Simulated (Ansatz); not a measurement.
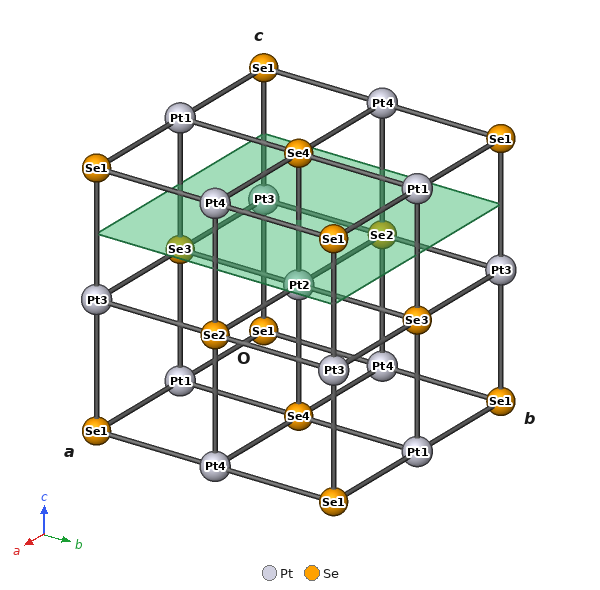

For PtSe, the input geometry of an electronic-structure calculation (not necessarily at equilibrium); the starting structure was generated, so it need not be a known form of this composition: the shaded plane is a symmetry element of the crystal. Symmetry computed with spglib at a tolerance of 0.002 Å; standard conventional cell.

a = 5.212 Å, b = 5.212 Å, c = 5.212 Å, α = 90.00°, β = 90.00°, γ = 90.00°.

```json
{"atom": "Pt1", "x": "0.5000", "y": "0.0000", "z": "0.0000"}
{"atom": "Se1", "x": "0.0000", "y": "0.0000", "z": "0.0000"}
{"atom": "Pt2", "x": "0.5000", "y": "0.5000", "z": "0.5000"}
{"atom": "Se2", "x": "0.0000", "y": "0.5000", "z": "0.5000"}
{"atom": "Pt3", "x": "0.0000", "y": "0.0000", "z": "0.5000"}
{"atom": "Se3", "x": "0.5000", "y": "0.0000", "z": "0.5000"}
{"atom": "Pt4", "x": "0.0000", "y": "0.5000", "z": "0.0000"}
{"atom": "Se4", "x": "0.5000", "y": "0.5000", "z": "0.0000"}
```

Q: Is it a mirror or a glide plane, and what is the operation?

A: It is a glide plane with glide vector (1/2, 0, 0) (a double, e, glide plane: the centring adds the glide (0, −1/2, 0)), parallel to (0 0 1), through (1/2, 1/2, 3/4): x, y, z → x+1/2, y, −z+3/2.

Q: Onto which atom does it carry each atom (up to whole multiples of a, b and c)?

A: Pt1 → Pt3, Se1 → Se3, Pt2 → Pt4, Se2 → Se4, Pt3 → Pt1, Se3 → Se1, Pt4 → Pt2, Se4 → Se2.
